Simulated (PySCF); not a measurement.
## C4H8F2O2Si: a changed input and its effect

System: C4H8F2O2Si.
Method of run A: GIAO PBE0/pcSseg-1 NMR shielding, non-relativistic, IEF-PCM benzene (PySCF 2.14.0).

The geometry comes from this level: PBE0-D3(BJ)/def2-SVP. Text and figures count atoms from 1; the logs count them from 0 in places.

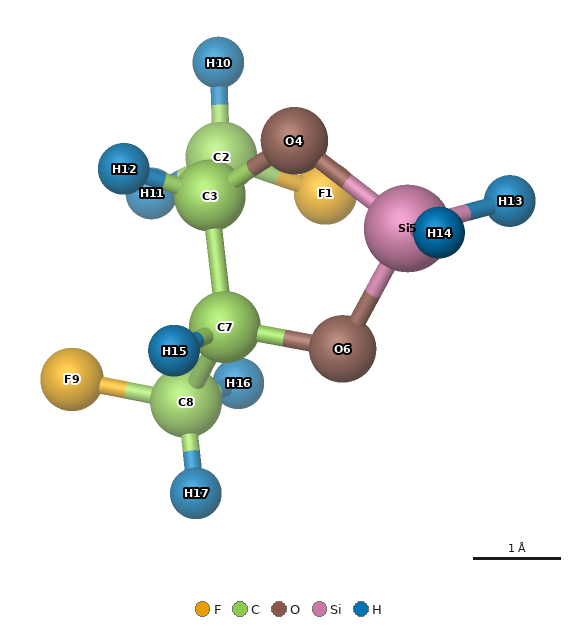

Fig. 1: The structure as given in the input (ball-and-stick view, seen at a tilt; atoms are numbered from 1 in the order of the input). Bond lengths as drawn: C–C 1.51 to 1.55 Å, C–F 1.38 Å, C–H 1.10 to 1.11 Å, C–O 1.41 to 1.42 Å, H–Si 1.48 to 1.49 Å and O–Si 1.68 Å.

### Input file, run A
```
{"job": {"kind": "nmr", "xc": "PBE0", "basis": "pcSseg-1", "solvent": "benzene", "pop": true}, "charge": 0, "multiplicity": 1}
F     -0.354863     0.941302     1.477160
C     -0.693144     1.449720     0.241048
C     -1.101327     0.329724    -0.689149
O     -2.277366    -0.292082    -0.204971
Si    -1.881213    -1.674564     0.659219
O     -0.290740    -1.776907     0.135304
C     -0.045775    -0.799369    -0.853406
C      1.392427    -0.342527    -0.728949
F      1.638252     0.636022    -1.665381
H     -1.542699     2.138966     0.369695
H      0.169647     1.999538    -0.167918
H     -1.311397     0.781372    -1.672866
H     -1.949736    -1.536470     2.135411
H     -2.723459    -2.809931     0.197111
H     -0.185228    -1.245149    -1.857180
H      1.573010     0.059208     0.280258
H      2.072416    -1.190414    -0.904614
```

The first line tells a small driver script what to run in PySCF; the rest is the geometry in Å.

Launched with:
```bash
OMP_NUM_THREADS=1 python <driver script> task.json out
```

Hardware: 1 CPU thread, shared host.

### Output (run A)
```
coarse grid: 15272 points
cycle   1  E = -795.9466216096  dE =  1.270e+00  |g| = 1.019e+00  |ddm| = 3.687e+00
cycle   2  E = -795.7241564223  dE =  2.225e-01  |g| = 1.531e+00  |ddm| = 1.817e+00
cycle   3  E = -796.1176484790  dE = -3.935e-01  |g| = 8.263e-02  |ddm| = 1.220e+00
cycle   4  E = -796.1186825269  dE = -1.034e-03  |g| = 4.204e-02  |ddm| = 9.169e-02
cycle   5  E = -796.1189602341  dE = -2.777e-04  |g| = 1.080e-02  |ddm| = 3.637e-02
cycle   6  E = -796.1189760976  dE = -1.586e-05  |g| = 3.179e-03  |ddm| = 8.802e-03
cycle   7  E = -796.1189779845  dE = -1.887e-06  |g| = 6.353e-04  |ddm| = 2.716e-03
final grid: 145360 points
cycle   8  E = -796.2059420274  dE = -4.539e-05  |g| = 1.292e-02  |ddm| = 3.280e-02
cycle   9  E = -796.2059069756  dE =  3.505e-05  |g| = 1.925e-02  |ddm| = 2.107e-02
cycle  10  E = -796.2059728735  dE = -6.590e-05  |g| = 1.094e-03  |ddm| = 1.270e-02
cycle  11  E = -796.2059731086  dE = -2.351e-07  |g| = 2.678e-04  |ddm| = 1.094e-03
cycle  12  E = -796.2059731221  dE = -1.345e-08  |g| = 8.934e-05  |ddm| = 2.791e-04
cycle  13  E = -796.2059731232  dE = -1.090e-09  |g| = 3.148e-05  |ddm| = 7.379e-05
cycle  14  E = -796.2059731233  dE = -1.498e-10  |g| = 4.308e-06  |ddm| = 2.714e-05
converged SCF energy = -796.2059731233

GIAO shielding tensors (ppm)
atom      isotropic    diamagn.    paramagn.     s11        s22        s33       span
  0 F      437.833     475.894     -38.062    407.337    435.427    470.734     63.397
  1 C       98.261     243.007    -144.746     65.133     83.138    146.511     81.379
  2 C      106.752     251.964    -145.212     84.931     98.687    136.639     51.708
  3 O      279.164     398.132    -118.968    221.781    262.034    353.675    131.894
  4 Si     346.573     879.249    -532.676    315.497    334.774    389.448     73.950
  5 O      288.806     396.895    -108.089    246.263    267.416    352.738    106.475
  6 C      110.699     247.594    -136.895     84.566    101.677    145.854     61.288
  7 C       99.270     243.810    -144.540     66.733     76.061    155.015     88.282
  8 F      436.831     473.007     -36.176    405.771    437.013    467.709     61.938
  9 H       26.417      28.015      -1.598     21.919     25.735     31.598      9.680
 10 H       26.325      29.262      -2.937     23.661     25.670     29.643      5.982
 11 H       27.248      31.198      -3.949     23.430     26.791     31.525      8.095
 12 H       26.173      28.792      -2.619     22.526     24.119     31.874      9.348
 13 H       26.112      27.625      -1.513     22.811     22.909     32.616      9.805
 14 H       26.880      30.429      -3.550     23.328     25.033     32.278      8.949
 15 H       26.587      29.632      -3.044     24.250     27.747     27.765      3.515
 16 H       26.277      27.881      -1.604     22.107     27.071     29.651      7.543
```

For run B the input was changed thus:
```diff
-"solvent": "benzene"
-"pop": true
+"solvent": "dimethylsulfoxide"
+"pop": false
```

Predict how the results change.

The total energy of run B is 3.1 kcal/mol lower: the change of the electrostatic solvation energy at this fixed geometry, without cavity or dispersion terms. The dipole moment goes from 0.82 to 1.05 D. Of all shieldings, the largest change is that of F1, by +3.0 ppm. The SCF takes 13 iterations against 14.

### Output (run B)
```
coarse grid: 15272 points
cycle   1  E = -795.9550380774  dE =  1.261e+00  |g| = 1.012e+00  |ddm| = 3.686e+00
cycle   2  E = -795.7447720398  dE =  2.103e-01  |g| = 1.504e+00  |ddm| = 1.731e+00
cycle   3  E = -796.1227036762  dE = -3.779e-01  |g| = 7.854e-02  |ddm| = 1.156e+00
cycle   4  E = -796.1236497428  dE = -9.461e-04  |g| = 3.858e-02  |ddm| = 8.330e-02
cycle   5  E = -796.1238791977  dE = -2.295e-04  |g| = 1.042e-02  |ddm| = 3.270e-02
cycle   6  E = -796.1238941414  dE = -1.494e-05  |g| = 2.889e-03  |ddm| = 8.316e-03
cycle   7  E = -796.1238956963  dE = -1.555e-06  |g| = 5.835e-04  |ddm| = 2.433e-03
final grid: 145360 points
cycle   8  E = -796.2108479245  dE = -4.554e-05  |g| = 1.289e-02  |ddm| = 3.277e-02
cycle   9  E = -796.2108142662  dE =  3.366e-05  |g| = 1.905e-02  |ddm| = 2.075e-02
cycle  10  E = -796.2108786762  dE = -6.441e-05  |g| = 1.082e-03  |ddm| = 1.230e-02
cycle  11  E = -796.2108789060  dE = -2.298e-07  |g| = 2.507e-04  |ddm| = 1.041e-03
cycle  12  E = -796.2108789179  dE = -1.188e-08  |g| = 8.547e-05  |ddm| = 2.609e-04
cycle  13  E = -796.2108789189  dE = -9.861e-10  |g| = 3.050e-05  |ddm| = 6.994e-05
converged SCF energy = -796.2108789189

GIAO shielding tensors (ppm)
atom      isotropic    diamagn.    paramagn.     s11        s22        s33       span
  0 F      440.797     476.282     -35.485    410.290    438.374    473.728     63.439
  1 C       97.646     243.156    -145.510     64.098     82.242    146.599     82.501
  2 C      106.819     252.181    -145.362     84.614     98.956    136.886     52.273
  3 O      281.222     398.727    -117.504    223.997    264.730    354.939    130.942
  4 Si     346.235     879.256    -533.021    315.592    335.289    387.825     72.233
  5 O      290.988     397.512    -106.524    248.617    270.251    354.097    105.480
  6 C      110.995     247.865    -136.871     84.721    101.826    146.437     61.716
  7 C       99.152     243.893    -144.741     66.511     75.610    155.335     88.824
  8 F      438.874     473.251     -34.378    407.278    439.570    469.774     62.496
  9 H       26.308      27.913      -1.605     21.782     25.626     31.517      9.735
 10 H       26.203      29.136      -2.933     23.514     25.550     29.546      6.032
 11 H       27.071      31.044      -3.973     23.202     26.582     31.427      8.225
 12 H       26.180      28.799      -2.619     22.550     24.108     31.882      9.332
 13 H       26.086      27.579      -1.493     22.773     22.874     32.612      9.839
 14 H       26.743      30.311      -3.568     23.204     24.848     32.178      8.974
 15 H       26.572      29.647      -3.075     24.232     27.716     27.769      3.537
 16 H       26.172      27.778      -1.607     22.005     26.946     29.564      7.560
```

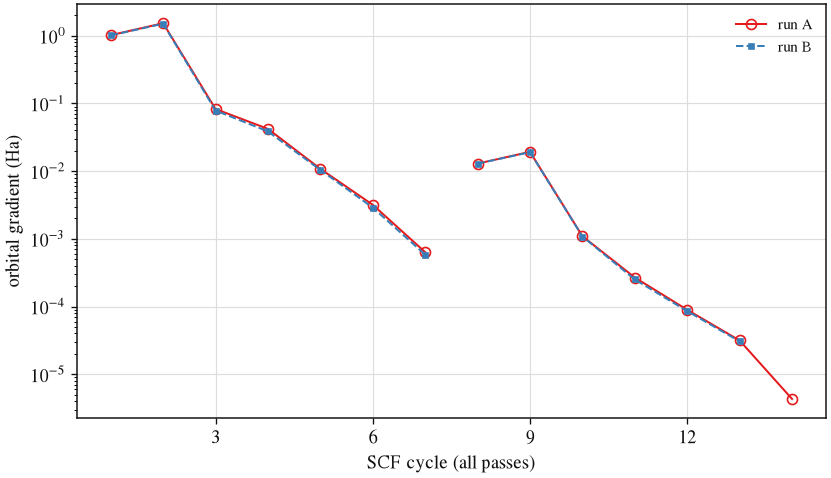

Fig. 2: Convergence of the two runs: orbital gradient against the SCF cycle. A break in a curve parts two SCF passes (coarse and final grid). Run A takes 14 cycles in all, and run B takes 13.

### The two runs side by side

```tsv
quantity	run A	run B
outcome	converged	converged
total energy (hartree)	−796.205973	−796.210879
HOMO (eV)	−8.13	−8.09
LUMO (eV)	0.38	0.39
dipole moment (D)	0.82	1.05
shielding of F1 (ppm)	437.8	440.8
shielding of C2 (ppm)	98.3	97.6
shielding of O4 (ppm)	279.2	281.2
shielding of Si5 (ppm)	346.6	346.2
shielding of O6 (ppm)	288.8	291.0
shielding of C7 (ppm)	110.7	111.0
shielding of F9 (ppm)	436.8	438.9
SCF iterations	14	13
basis functions	200	200
wall time (shared host)	61 s	54 s
```
